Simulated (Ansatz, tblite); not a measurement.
# In(PH3)F3 (F3H3InP): spin states and exact exchange

Aim: set other spin states of In(PH3)F3 (F3H3InP) against its singlet, on many levels of theory.

Program: Ansatz 0.2.0, Gaussian basis. Level of theory: as each input shows. These are calculated values, not measurements.

The runs, in order: triplet, at the geometry of the singlet (GFN1-xTB, GFN2-xTB, PBE0-D4/def2-TZVP, PBE-D4/def2-TZVP, r2SCAN-D4/def2-TZVP); the singlet's energies come from earlier runs.

1 further run of the same task is left out (set aside as unsound or not needed). Runs told in other sessions of the task aren't counted.

## 1. The relaxed structure

The singlet was relaxed beforehand with r2SCAN-D4/def2-SVP.

8 atoms, charge 0, spin multiplicity 1.

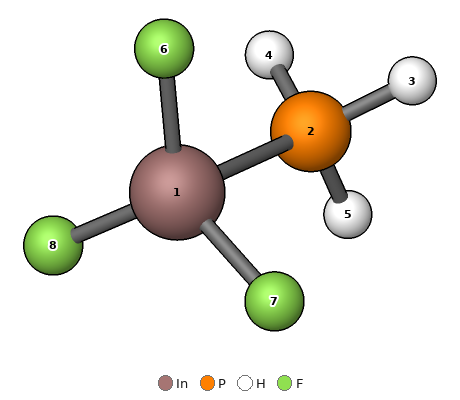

The structure; indium brown, phosphorus orange, hydrogen white, fluorine green; atoms are numbered from 1 in the order of the file.

Geometry (Å):

```xyz
8

In   -0.0043    0.0101   -1.5154
P     0.0047   -0.0069    1.2209
H     0.7080    1.0231    1.8920
H     0.5516   -1.1377    1.8751
H    -1.2416    0.0781    1.8881
F     1.9338   -0.0143   -1.7935
F    -0.9544    1.7023   -1.7763
F    -0.9979   -1.6546   -1.7908
```

In takes a core potential in the def2 sets. No spin-orbit coupling is included.

## 2. Triplet at the fixed geometry, GFN1-xTB

Tight binding, by tblite at 300 K electronic temperature and without a spin-polarisation term:

```python
tblite.interface.Calculator('GFN1-xTB', numbers, positions, charge=0, uhf=2).singlepoint()
```

Energy -574.6363 eV; 0.009 s.

## 3. Triplet at the fixed geometry, GFN2-xTB

Tight binding, by tblite at 300 K electronic temperature and without a spin-polarisation term:

```python
tblite.interface.Calculator('GFN2-xTB', numbers, positions, charge=0, uhf=2).singlepoint()
```

Energy -528.3705 eV; 0.011 s.

## 4. Triplet at the fixed geometry, PBE0-D4/def2-TZVP

in.yaml

```yaml
crystal:
  periodic: [false, false, false]
  atoms:
    - {symbol: In, position_ang: [-0.004299, 0.010115, -1.515437]}
    - {symbol: P, position_ang: [0.004742, -0.006889, 1.220907]}
    - {symbol: H, position_ang: [0.707966, 1.023081, 1.892029]}
    - {symbol: H, position_ang: [0.551583, -1.137706, 1.875058]}
    - {symbol: H, position_ang: [-1.241568, 0.078070, 1.888095]}
    - {symbol: F, position_ang: [1.933813, -0.014350, -1.793492]}
    - {symbol: F, position_ang: [-0.954351, 1.702311, -1.776341]}
    - {symbol: F, position_ang: [-0.997905, -1.654642, -1.790819]}
basis:
  gaussian: {orbitals: def2-TZVP}
magnetization: {spin_polarized: true, initial_magnetization: 2}
hamiltonian: {xc: pbe0, dispersion: d4}
scf: {omitted_lower_state_checks: [starts]}
output: {orbitals: {seedname: orbitals}}
```

Launch:

```console
> ansatz run in.yaml --threads 4 --pin off --events-out ev --progress --plain --max-ram 3916MiB
```

Standard output:

```text
Functional definition: PBE0
  name "PBE0"
  cite "Adamo & Barone, J. Chem. Phys. 110, 6158 (1999) doi:10.1063/1.478522"
  cite "Perdew, Burke & Ernzerhof, Phys. Rev. Lett. 77, 3865 (1996) doi:10.1103/PhysRevLett.77.3865"
  parent pbe
  parameter a = 0.25
  parameter kappa = 0.804
  parameter beta = 0.06672455060314922
  exchange = (1 - a)*pbe_x(kappa = kappa, mu = beta*pi^2/3) + a*exact_x
  correlation = pbe_c(beta = beta)
these checks for a lower state are left out or cut short: starts
1363 factors; their error is unknown
mean field evaluation 1: about -22641.5610 eV, gradient 5.2e1 eV
mean field evaluation 2: about -22433.4687 eV, gradient 1.9e2 eV
mean field evaluation 4: about -22642.2964 eV, gradient 3.6e1 eV
mean field evaluation 8: about -22651.1311 eV, gradient 3.4e0 eV
mean field evaluation 16: about -22651.2065 eV, gradient 1.2e-1 eV
mean field evaluation 32: about -22651.2965 eV, gradient 5.6e-2 eV
mean field -22651.29648070 eV, -832.4197920653 hartree, gradient 3.6e-6 eV, S^2 2.007424; 0 other end points of the search recorded, 0 dependent functions left out
reference -22651.29653290 eV, -832.4197939838 hartree; 34, 32 occupied and 164, 166 virtual orbitals, 1363 factors
Total energy: -22651.43094851 eV, -832.4247336663 hartree
Checks for a lower state left out: starts
```

Run time: 25 s. Hardware: 4 threads of AMD EPYC 7R43, shared host; peak memory 1 GiB.

From the report: HOMO -3.83 eV, LUMO -8.00 eV (over both spins; with the spin held, an empty level of the minority spin lies below the top filled one); ⟨S²⟩ 2.007 (pure: 2.00).

## 5. Triplet at the fixed geometry, PBE-D4/def2-TZVP

start.molden holds the orbitals of an earlier run on this state, given as this run's starting guess.

in.yaml, as its differences from that of step 4:

```diff
@@ -12,5 +12,5 @@
 basis:
-  gaussian: {orbitals: def2-TZVP}
+  gaussian: {orbitals: def2-TZVP, initial_orbitals: start.molden}
 magnetization: {spin_polarized: true, initial_magnetization: 2}
-hamiltonian: {xc: pbe0, dispersion: d4}
+hamiltonian: {xc: pbe, dispersion: d4}
 scf: {omitted_lower_state_checks: [starts]}
```

The command is unchanged.

Standard output:

```text
Functional definition: PBE
  name "PBE"
  cite "Perdew, Burke & Ernzerhof, Phys. Rev. Lett. 77, 3865 (1996) doi:10.1103/PhysRevLett.77.3865"
  parent pbe
  parameter kappa = 0.804
  parameter beta = 0.06672455060314922
  exchange = pbe_x(kappa = kappa, mu = beta*pi^2/3)
  correlation = pbe_c(beta = beta)
these checks for a lower state are left out or cut short: starts
1258 factors; their error is unknown
mean field evaluation 1: about -22651.3401 eV, gradient 8.6e0 eV
mean field evaluation 2: about -22651.5441 eV, gradient 2.8e-1 eV
mean field evaluation 4: about -22651.5096 eV, gradient 2.9e0 eV
mean field evaluation 8: about -22651.5530 eV, gradient 2.6e-2 eV
mean field evaluation 16: about -22651.5535 eV, gradient 6.3e-4 eV
mean field -22651.55350340 eV, -832.4292374757 hartree, gradient 2.8e-6 eV, S^2 2.001950; 0 other end points of the search recorded, 0 dependent functions left out
reference -22651.55357650 eV, -832.4292401619 hartree; 34, 32 occupied and 164, 166 virtual orbitals, 1258 factors
Total energy: -22651.70929879 eV, -832.4349628503 hartree
Checks for a lower state left out: starts
```

Wall time 11 s (4 threads of AMD EPYC 7R43, shared host).

From the report: HOMO -3.17 eV, LUMO -8.20 eV (over both spins; with the spin held, an empty level of the minority spin lies below the top filled one); ⟨S²⟩ 2.002 (pure: 2.00).

## 6. Triplet at the fixed geometry, r2SCAN-D4/def2-TZVP

in.yaml, as its differences from that of step 5:

```diff
@@ -14,3 +14,3 @@
 magnetization: {spin_polarized: true, initial_magnetization: 2}
-hamiltonian: {xc: pbe, dispersion: d4}
+hamiltonian: {xc: r2scan, dispersion: d4}
 scf: {omitted_lower_state_checks: [starts]}
```

Launched as before.

Standard output, cut to the lines that bear on the results:

```text
Functional definition: r2SCAN
  name "r2SCAN"
  cite "Furness, Kaplan, Ning, Perdew & Sun, J. Phys. Chem. Lett. 11, 8208 (2020) doi:10.1021/acs.jpclett.0c02405"
  cite "Furness, Kaplan, Ning, Perdew & Sun, J. Phys. Chem. Lett. 11, 9248 (2020) doi:10.1021/acs.jpclett.0c03077"
  parent r2scan
[...]
1258 factors; their error is unknown
[...]
mean field -22661.14801420 eV, -832.7818292440 hartree, gradient 2.9e-6 eV, S^2 2.004827; 0 other end points of the search recorded, 0 dependent functions left out
reference -22661.14804179 eV, -832.7818302581 hartree; 34, 32 occupied and 164, 166 virtual orbitals, 1258 factors
Total energy: -22661.18617101 eV, -832.7832314810 hartree
Checks for a lower state left out: starts
```

Wall time 22 s (4 threads of AMD EPYC 7R43, shared host); peak memory 0.58 GiB.

HOMO -3.21 eV, LUMO -8.35 eV (over both spins; with the spin held, an empty level of the minority spin lies below the top filled one); ⟨S²⟩ 2.005 (pure: 2.00).

## 7. Triplet less singlet, vertical

The singlet's energies are those of its earlier runs, whose logs aren't repeated here.

| level | triplet less singlet, vertical (eV) | time |
| --- | --- | --- |
| GFN1-xTB | +3.932 | 0.017 s |
| GFN2-xTB | +3.893 | 0.017 s |
| PBE-D4/def2-TZVP | +5.084 | 12 s |
| r2SCAN-D4/def2-TZVP | +5.486 | 25 s |
| PBE0-D4/def2-TZVP | +5.964 | 27 s |

Times add the two runs; a level without a time comes out of a correlated run. Tight binding without a spin term can't rank spin states.

## 8. What came out

```
                                                quantity                                   value
triplet less singlet, vertical, functionals in def2-TZVP  +5.084 (PBE-D4) to +5.964 eV (PBE0-D4)
```

In words: All functionals put the triplet above the singlet, over a spread of 0.879 eV. The checks for a lower triplet were left out, so another state of that spin may lie lower. These are electronic energies, without zero-point motion, entropy or surroundings.
